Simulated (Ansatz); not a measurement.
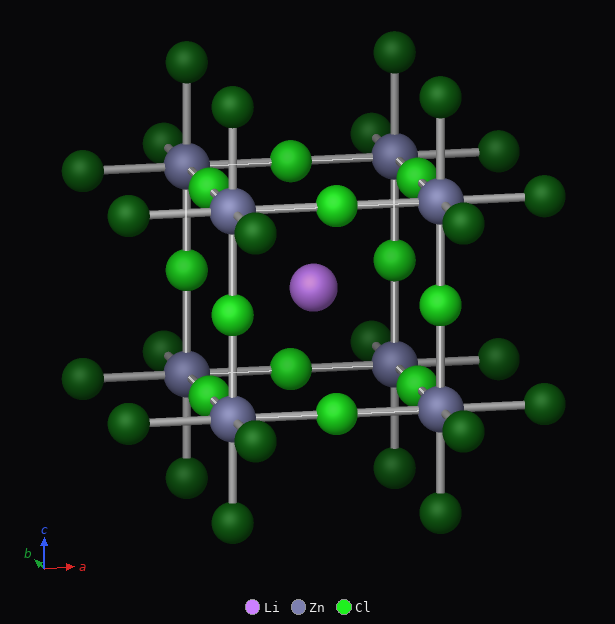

An orthographic ball-and-stick view of the structure, slightly off an axis. The conventional unit cell is outlined; an atom on or near a face, edge or corner is repeated at each equivalent position. Bonded neighbours in the next cells are drawn too, in fainter colours.

LiZnCl3, cubic perovskite, space group Pm-3m (No. 221), a = 4.890 Å, b = 4.890 Å, c = 4.890 Å, α = 90.00°, β = 90.00°, γ = 90.00°. The model was built from a structure type filled with these elements by a generator (whether the compound takes this form wasn't checked). Earlier steps of the study may have refined or changed the cell and positions. Ansatz was used for an electronic-structure calculation on it.

This one geometry was computed with Ansatz (DFT, plane waves, PAW) at three levels of theory: PBE, r2SCAN and LDA.

> Which level gives the highest pressure at this volume, and what does that say about its equilibrium volume?

Highest: PBE (0.0 GPa), which points to the largest equilibrium volume. Lowest, with the smallest volume: LDA (-3.7 GPa). Levels within 0.5 GPa of each other can't be told apart.

> How does the band gap change with the level of theory?

LDA: a gap of 1.30 eV, indirect; PBE: a gap of 1.62 eV, indirect; r2SCAN: a gap of 2.27 eV, indirect.

> Collect the results in a table.

| level | cutoff (eV) | k-mesh of the run's cell | gap (eV) | pressure (GPa) |
| --- | --- | --- | --- | --- |
| PBE | 420 | 6×6×6 | 1.62 | 0.0 |
| r2SCAN | 500 | 6×6×6 | 2.27 | -1.1 |
| LDA | 420 | 6×6×6 | 1.30 | -3.7 |

Gaps are taken on the k-mesh or band path of each run.
